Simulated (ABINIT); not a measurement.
# BP (F-43m): G0W0 with ABINIT, start to end, part 2 of 2

Wanted: ground state, empty states, screening and self-energy for BP (F-43m).

ABINIT 10.8.3; PBE and many-body steps on it, plane waves. Known limits of the many-body steps: not at the basis limit.

So far. Step 2 (Ground state): The gap is indirect, with the least direct gap 2.13 eV higher. Step 3 (Bands along the symmetry lines): The gap is 1.260 eV, −0.020 eV from the run before at this level.

## Step 4: Empty states on the mesh, 6×6×6 mesh, 65 bands

Level of this step: DFT, PBE, plane waves, norm-conserving pseudopotentials (ABINIT).

The sums over transitions need many empty states on a uniform mesh; this step solves for them.

run.abi

```
acell 3*1.0 Angstrom
rprim 
  0.000000000000 2.269000000000 2.269000000000
  2.269000000000 0.000000000000 2.269000000000
  2.269000000000 2.269000000000 0.000000000000
ntypat 2
znucl 5 15
natom 2
typat 1 2
xred 
  0.000000000000 0.000000000000 0.000000000000
  0.250000000000 0.250000000000 0.250000000000
pp_dirpath "pseudos"
pseudos "B.upf, P.upf"
ecut 34
ngkpt 6 6 6
nshiftk 1
shiftk 0 0 0
kptopt 1
chksymbreak 0
irdden 1
istwfk *1
nband 65
prtvol 0
optdriver 6
gwr_task "HDIAGO"
paral_kgb 0
occopt 1
indata_prefix "in"
outdata_prefix "out"
tmpdata_prefix "tmp"
```

On the command line:

```console
$ OMP_NUM_THREADS=1 mpirun -n 4 abinit run.abi > log
```

Numbers of over 12 decimals in the logs are rounded to 6 here.

The program printed:

```text
[banner, memory and clock lines left out]
.Version 10.8.3 of ABINIT. v10.8.2 released Aug 2026.

 Symmetries : space group F-4 3 m (#216); Bravais cF (face-center cubic)
[... echo of the input left out ...]
== DATASET  1 ==================================================================
-   mpi_nproc: 4, omp_nthreads: 1 (-1 if OMP is not activated)

--- !DatasetInfo
iteration_state: {dtset: 1, }
dimensions: {natom: 2, nkpt: 16, mband: 65, nsppol: 1, nspinor: 1, nspden: 1, mpw: 1524, }
cutoff_energies: {ecut:  34.0, pawecutdg:  -1.0, }
electrons: {nelect:   8.00000000E+00, charge:   0.00000000E+00, occopt:   1.00000000E+00, tsmear:   1.00000000E-02, }

.Using double precision arithmetic; gwpc =  8

- Reading GS density from: in_DEN

--- Pseudopotential description ------------------------------------------------
- B Generated using ONCVPSP code by D. R. Hamann
-  5.00000   3.00000  171031                  znucl, zion, pspdat
12 -101130 1 -1 1534                          pspcod,pspxc,lmax,lloc,mmax
     nproj     2     2     0
  pspatm : epsatm=    3.38844616
         --- l  ekb(1:nproj) -->
             0    8.382104    1.234201
             1   -3.719492   -0.867526
 pspatm: atomic psp has been read  and splines computed

- P Generated using ONCVPSP code by D. R. Hamann
- 15.00000   5.00000  171031                  znucl, zion, pspdat
12 -101130 2 -1 1298                          pspcod,pspxc,lmax,lloc,mmax
     nproj     2     2     2
  pspatm : epsatm=    8.05910421
         --- l  ekb(1:nproj) -->
             0    6.598722    1.052341
             1    3.369366    0.884600
             2   -3.154982   -0.827415
 pspatm: atomic psp has been read  and splines computed

   9.15804030E+01                                ecore*ucvol(ha*bohr**3)

 Total charge density [el/Bohr^3]
)     Maximum=    1.4295E-01  at reduced coord.    0.1563    0.1563    0.5313
)     Minimum=    1.0033E-03  at reduced coord.    0.2500    0.2500    0.2500
   Integrated=    8.0000E+00

 === KS gaps after direct diagonalization ===
 Indirect band gap semiconductor
 Fundamental gap:     1.347 (eV)
   VBM:     7.266 (eV) at k: [ 0.0000E+00,  0.0000E+00,  0.0000E+00]
   CBM:     8.613 (eV) at k: [ 5.0000E-01,  5.0000E-01,  0.0000E+00]
 Direct gap:         3.407 (eV) at k: [ 0.0000E+00,  0.0000E+00,  0.0000E+00]

== END DATASET(S) ==============================================================

 -outvars: echo values of variables after computation  --------
           etotal      0.0000000000E+00
            nband          65
             nkpt          16
          spgroup         216
 [... the other variables as echoed above ...]

 Calculation completed.
```

Wall time 15 s (4 MPI ranks of Arm Neoverse V1, shared host); peak memory 0.71 GiB.

Numbers from this step:

| Quantity | Value |
| --- | --- |
| gap | 1.347 eV |
| k of the valence top | 0, 0, 0 |
| k of the conduction bottom | 0.5, 0.5, 0 |
| least direct gap | 3.407 eV |
| k points computed | 16 |
| lowest point of the top converged band, above the valence top | 75.1664 eV |

On this mesh the gap is 1.347 eV. The earlier step found 1.280 eV, so this mesh misses an edge.

## Step 5: Screening, 6×6×6 mesh, 57 bands, screening to 163.3 eV

The RPA dielectric matrix is built and inverted for each q.

This step: RPA screening on PBE, plane waves, norm-conserving pseudopotentials.

Changes to run.abi since step 4:

```diff
@@ -20,10 +20,11 @@
 chksymbreak 0
-irdden 1
 istwfk *1
-nband 65
-prtvol 0
-optdriver 6
-gwr_task "HDIAGO"
-paral_kgb 0
 occopt 1
+irdwfk 1
+optdriver 3
+nband 57
+ecuteps 6
+inclvkb 2
+awtr 1
+symchi 1
 indata_prefix "in"
```

The program printed:

```text
.Version 10.8.3 of ABINIT. v10.8.2 released Aug 2026.

 Symmetries : space group F-4 3 m (#216); Bravais cF (face-center cubic)
[... echo of the input left out ...]
== DATASET  1 ==================================================================
-   mpi_nproc: 4, omp_nthreads: 1 (-1 if OMP is not activated)

--- !DatasetInfo
iteration_state: {dtset: 1, }
dimensions: {natom: 2, nkpt: 16, mband: 57, nsppol: 1, nspinor: 1, nspden: 1, mpw: 1524, }
cutoff_energies: {ecut:  34.0, pawecutdg:  -1.0, }
electrons: {nelect:   8.00000000E+00, charge:   0.00000000E+00, occopt:   1.00000000E+00, tsmear:   1.00000000E-02, }

 SCREENING: Calculation of the susceptibility and dielectric matrices

 Based on a program developped by R.W. Godby, V. Olevano, G. Onida, and L. Reining.
 Incorporated in ABINIT by V. Olevano, G.-M. Rignanese, and M. Torrent.
.Using double precision arithmetic ; gwpc =  8

[... cell and pseudopotentials left out ...]
--------------------------------------------------------------------------------

 ==== K-mesh for the wavefunctions ====
 Number of points in the irreducible wedge :    16
[... list of points left out ...]
 Together with 24 symmetry operations and time-reversal symmetry
 yields   216 points in the full Brillouin Zone.

 ==== Q-mesh for the screening function ====
 Number of points in the irreducible wedge :    16
[... list of points left out ...]
 Together with 24 symmetry operations and time-reversal symmetry
 yields   216 points in the full Brillouin Zone.

 setmesh: FFT mesh size selected  =    24x   24x   24
          total number of points  =        13824

 vcoul_init : cutoff-mode = AUXILIARY_FUNCTION
 q-points for optical limit:   1
     1)      0.000010    0.000020    0.000030

- screening: taking advantage of time-reversal symmetry
- Maximum band index for partially occupied states nbvw = 4
- Remaining bands to be divided among processors   nbcw = 53
- Number of bands treated by each node ~13

 Number of electrons calculated from density =    8.0000; Expected =    8.0000
 average of density, n =  0.050741
 r_s =    1.6757
 omega_plasma =   21.7288 [eV]

 calculating chi0 at frequencies [eV] :
  1    0.000000E+00    0.000000E+00
  2    0.000000E+00    2.172879E+01

--------------------------------------------------------------------------------
  q-point number  1        q = ( 0.000000, 0.000000, 0.000000) [r.l.u.]
--------------------------------------------------------------------------------
[... chi0 elements left out ...]
 For q-point:  0.000010 0.000020 0.000030
  dielectric constant =   9.7328
  dielectric constant without local fields =  10.6495

  Average fulfillment of the sum rule on Im[epsilon] for q-point    1 :     82.22  [%]
[... wings left out ...]
  q-point number  2        q = ( 0.166667, 0.000000, 0.000000) [r.l.u.]
--------------------------------------------------------------------------------
[... chi0 elements left out ...]
  Average fulfillment of the sum rule on Im[epsilon] for q-point    2 :     91.65  [%]

 [... 14 further q-points ...]
```

The job ended after 23 s (4 MPI ranks; peak memory 0.57 GiB).

This step gave:

| Quantity | Value |
| --- | --- |
| ε∞ with local fields, on this mesh, along the program's q direction | 9.733 |
| the same without local fields | 10.65 |
| plasma frequency | 21.73 eV |
| plane waves in the screening matrix | 113 |

Local fields lower ε∞ by 9 %.

## Step 6: Self-energy, 6×6×6 mesh, 57 bands, screening to 163.3 eV

The self-energy is evaluated for the states that the input lists, and the levels follow from it, in one-shot runs by the linearised quasiparticle equation.

This step: G0W0 on PBE, plane waves, norm-conserving pseudopotentials.

Changes to run.abi since step 5:

```diff
@@ -23,8 +23,17 @@
 irdwfk 1
-optdriver 3
+optdriver 4
 nband 57
+gwcalctyp 0
+ecutsigx 34
+symsigma 1
+nkptgw 2
+kptgw 
+  0.0000000000 0.0000000000 0.0000000000
+  0.5000000000 0.5000000000 0.0000000000
+bdgw 
+  2 7
+  3 6
 ecuteps 6
-inclvkb 2
-awtr 1
-symchi 1
+irdscr 1
+ppmodel 1
 indata_prefix "in"
```

The program printed:

```text
.Version 10.8.3 of ABINIT. v10.8.2 released Aug 2026.

 Symmetries : space group F-4 3 m (#216); Bravais cF (face-center cubic)
[... echo of the input left out ...]
== DATASET  1 ==================================================================
-   mpi_nproc: 4, omp_nthreads: 1 (-1 if OMP is not activated)

--- !DatasetInfo
iteration_state: {dtset: 1, }
dimensions: {natom: 2, nkpt: 16, mband: 57, nsppol: 1, nspinor: 1, nspden: 1, mpw: 1524, }
cutoff_energies: {ecut:  34.0, pawecutdg:  -1.0, }
electrons: {nelect:   8.00000000E+00, charge:   0.00000000E+00, occopt:   1.00000000E+00, tsmear:   1.00000000E-02, }

 SIGMA: Calculation of the GW corrections

 Based on a program developped by R.W. Godby, V. Olevano, G. Onida, and L. Reining.
 Incorporated in ABINIT by V. Olevano, G.-M. Rignanese, and M. Torrent.
.Using double precision arithmetic ; gwpc =  8

[... cell and pseudopotentials left out ...]
--------------------------------------------------------------------------------

 ==== K-mesh for the wavefunctions ====
 Number of points in the irreducible wedge :    16
[... list of points left out ...]
 Together with 24 symmetry operations and time-reversal symmetry
 yields   216 points in the full Brillouin Zone.

 ==== Q-mesh for screening function ====
 Number of points in the irreducible wedge :    16
[... list of points left out ...]
 Together with 24 symmetry operations and time-reversal symmetry
 yields   216 points in the full Brillouin Zone.

 vcoul_init : cutoff-mode = AUXILIARY_FUNCTION
 q-points for optical limit:   1
     1)      0.000010    0.000020    0.000030
 setmesh: FFT mesh size selected  =    32x   32x   32
          total number of points  =        32768

 Number of electrons calculated from density =    8.0000; Expected =    8.0000
 average of density, n =  0.050741
 r_s =    1.6757
 omega_plasma =   21.7288 [eV]

 === KS Band Gaps ===
  >>>> For spin  1
   Minimum direct gap =   3.4068 [eV], located at k-point      :   0.0000  0.0000  0.0000
   Fundamental gap    =   1.3473 [eV], Top of valence bands at :   0.0000  0.0000  0.0000
                                       Bottom of conduction at :   0.5000  0.5000  0.0000
 SIGMA fundamental parameters:
 PLASMON POLE MODEL  1
 number of plane-waves for SigmaX                 1459
 number of plane-waves for SigmaC and W            113
 number of plane-waves for wavefunctions          1459
 number of bands                                    57
 number of independent spin polarizations            1
 number of spinorial components                      1
 number of k-points in IBZ                          16
 number of q-points in IBZ                          16
 number of symmetry operations                      24
 number of k-points in BZ                          216
 number of q-points in BZ                          216
 number of frequencies for dSigma/dE                 9
 frequency step for dSigma/dE [eV]                0.25
 number of omega for Sigma on real axis              0
 max omega for Sigma on real axis  [eV]           0.00
 zcut for avoiding poles [eV]                     0.10

 EPSILON^-1 parameters (SCR file):
 dimension of the eps^-1 matrix on file            113
 dimension of the eps^-1 matrix used               113
 number of plane-waves for wavefunctions          1459
 number of bands                                    57
 number of q-points in IBZ                          16
 number of frequencies                               2
 number of real frequencies                          1
 number of imag frequencies                          1

 matrix elements of self-energy operator (all in [eV])

 Perturbative Calculation

--- !SelfEnergy_ee
iteration_state: {dtset: 1, }
kpoint     : [   0.000,    0.000,    0.000, ]
spin       : 1
KS_gap     :    3.407
QP_gap     :    4.253
Delta_QP_KS:    0.847
data: !SigmaeeData |
     Band     E0 <VxcDFT>   SigX SigC(E0)      Z dSigC/dE  Sig(E)    E-E0       E
        2   7.266 -13.300 -15.048   1.174   0.793  -0.262 -13.755  -0.455   6.810
        3   7.266 -13.300 -15.048   1.174   0.793  -0.262 -13.755  -0.455   6.810
        4   7.266 -13.300 -15.048   1.174   0.793  -0.262 -13.755  -0.455   6.810
        5  10.672 -12.025  -7.238  -4.295   0.794  -0.259 -11.634   0.391  11.064
        6  10.672 -12.025  -7.238  -4.295   0.794  -0.259 -11.634   0.391  11.064
        7  10.672 -12.025  -7.238  -4.295   0.794  -0.259 -11.634   0.391  11.064

--- !SelfEnergy_ee
iteration_state: {dtset: 1, }
kpoint     : [   0.500,    0.500,    0.000, ]
spin       : 1
KS_gap     :    5.461
QP_gap     :    6.338
Delta_QP_KS:    0.877
data: !SigmaeeData |
     Band     E0 <VxcDFT>   SigX SigC(E0)      Z dSigC/dE  Sig(E)    E-E0       E
        3   3.152 -12.497 -15.992   2.624   0.774  -0.292 -13.171  -0.674   2.478
        4   3.152 -12.497 -15.992   2.624   0.774  -0.292 -13.171  -0.674   2.478
        5   8.613 -10.826  -6.523  -4.051   0.805  -0.242 -10.623   0.203   8.816
        6   8.933 -10.680  -6.271  -4.094   0.810  -0.234 -10.425   0.255   9.188

== END DATASET(S) ==============================================================
================================================================================

 -outvars: echo values of variables after computation  --------
           etotal      0.0000000000E+00
            nband          57
             nkpt          16
          spgroup         216
 [... the other variables as echoed above ...]

 Calculation completed.
```

Run time: 4.8 s. Hardware: 4 MPI ranks; peak memory 0.52 GiB.

Numbers from this step:

```
G0W0 gap on the points computed              : 2.006 eV
starting gap on the mesh                     : 1.347 eV
k of the valence top                         : 0, 0, 0
k of the conduction bottom                   : 0.5, 0.5, 0
Z at the valence top                         : 0.793
Z at the conduction bottom                   : 0.805
least direct G0W0 gap on the computed points : 4.254 eV
```

The gap on the mesh goes from 1.35 eV to 2.01 eV, a correction of +0.66 eV. The start differs from the 1.28 eV found before because the two sample other k points.

Limits: finite bands, cutoff and mesh. v1 is the top filled band, c1 the lowest empty one. The levels before and after the correction (eV, zero at the valence-band top of each column):

```tsv
	conduction bottom	valence top
Kohn-Sham	1.35	0.00
G0W0	2.01	0.00
```

```tsv
	level	energy (eV)
Kohn-Sham	Γ v3-v1	0.000
Kohn-Sham	Γ c1-c3	3.407
Kohn-Sham	(0.5 0.5 0) v2-v1	-4.114
Kohn-Sham	(0.5 0.5 0) c1	1.347
Kohn-Sham	(0.5 0.5 0) c2	1.667
G0W0	Γ v3-v1	0.000
G0W0	Γ c1-c3	4.254
G0W0	(0.5 0.5 0) v2-v1	-4.332
G0W0	(0.5 0.5 0) c1	2.006
G0W0	(0.5 0.5 0) c2	2.378
```

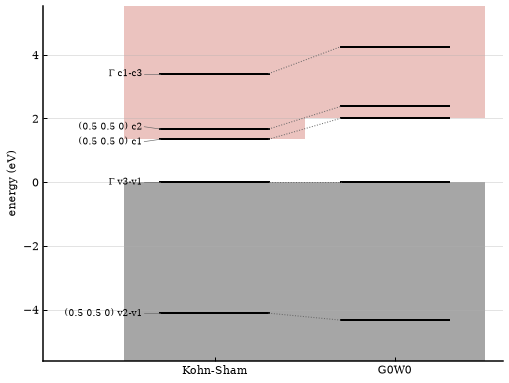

Levels before and after the correction. Shaded: valence and conduction bands.

## Step 7: Where the time went

Times are wall times on 4 MPI ranks of Arm Neoverse V1, shared host, good to a factor of about two.

```tsv
step	time	share	memory (GiB)
ground state	4.3 s	8 %	0.25
bands along the symmetry lines	4 s	8 %	0.24
empty states on the mesh	15 s	29 %	0.71
screening	23 s	45 %	0.57
self-energy	4.8 s	10 %	0.52
```

## Step 8: What came out

| Quantity | Value |
| --- | --- |
| PBE gap | 1.26 eV, indirect |
| G0W0 gap on the mesh | 2.01 eV |
| G0W0 gap over the zone (rigid shift) | 1.92 eV |
| GW settings | 6×6×6 mesh, 57 bands, screening to 163.3 eV, Godby-Needs plasmon pole |
| known limits | not at the basis limit |

In words: G0W0 moves the gap on the mesh from 1.35 eV to 2.01 eV (+0.66 eV), with Z of 0.79 and 0.81 at the edges. The mesh misses the band edges by 0.09 eV in all; a rigid shift gives 1.92 eV for the zone. Local fields lower the RPA ε∞ on this mesh from 10.65 to 9.73. Only 2 of the mesh's irreducible points were corrected, so a valley elsewhere could overtake. The dearest step here is «screening». Bands and cutoff are finite, so the gap is not at the basis limit. The miss can reach some tenths of an eV and take either sign; the mesh is an error of its own. In the G0W0 run levels were corrected at 2 k points alone, so a gap called «on the mesh» is the least over those, and an edge elsewhere would be missed. A denser mesh or path gives a starting gap of 1.26 eV: the GW mesh misses a band edge, so its gaps are not the fundamental one.

[Paths, hosts, dates, memory and timing lines, banners, echoed tables and standing remarks are left out of the program output.]

[Logs are printed without paths, hosts, clocks, repeated set-up lines and the standing remarks that a program may print on its own settings, such as how far it seeks lower states.]

[Runs of the session that timed out or met a known fault of the program may be left out.]

[Hosts, paths, dates, database ids (printed as entryN), source tags and the programs' standing remarks are cut or masked in the printed files.]

[G0W0 gaps are taken among the corrected bands and points alone; a level outside them can change the order at an edge.]

[Where Ansatz stands beside ABINIT at settings called matched, ABINIT's density can come from a denser mesh and the files from another edition; pairs whose starting gaps differed by over 0.03 eV were left out, so agreement reads better than it is.]
